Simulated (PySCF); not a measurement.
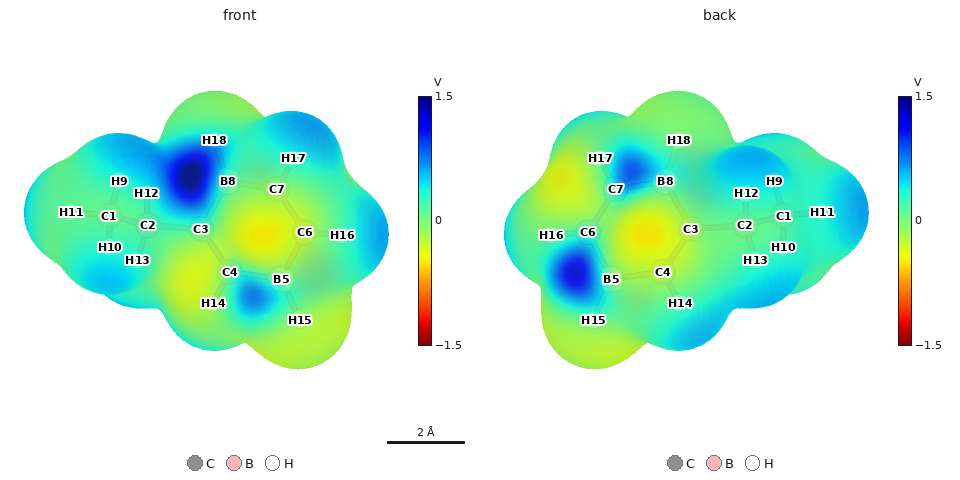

C6H10B2. The electrostatic potential painted on the density surface at 0.002 e/bohr³, seen from the front and from behind; the colour scale runs from red (negative) to blue (positive).

Geometry: GFN2-xTB.

Computed with PBE0/pcSseg-1, SCF density, gas phase, non-relativistic in PySCF 2.14.0.

Input

```
{"job": {"kind": "nmr", "xc": "PBE0", "basis": "pcSseg-1"}, "charge": 0, "multiplicity": 1}
C     -2.337955     0.198347     1.039242
C     -1.785386     0.226999    -0.386150
C     -0.293847     0.033166    -0.384383
C      0.277530    -1.004603    -1.036755
B      1.778706    -1.325113    -0.879429
C      2.677236    -0.296608    -0.137581
C      2.123799     0.747100     0.511482
B      0.642508     1.108860     0.247190
H     -1.864301     0.968941     1.643894
H     -2.140384    -0.767346     1.500634
H     -3.412702     0.367150     1.037219
H     -2.012228     1.199256    -0.833340
H     -2.277936    -0.544371    -0.984604
H     -0.376117    -1.680121    -1.585485
H      2.196217    -2.383440    -1.167175
H      3.748786    -0.456469    -0.047465
H      2.764308     1.392919     1.107272
H      0.283004     2.221652     0.343780
```

Run with:

```sh
OMP_NUM_THREADS=1 python probes_run.py task.json out
```

Where is the surface potential most negative and most positive?

The most negative region (about −0.5 V) lies over the π face of C3, C4, C6 and C7, the most positive (about +1.3 V) over B8.
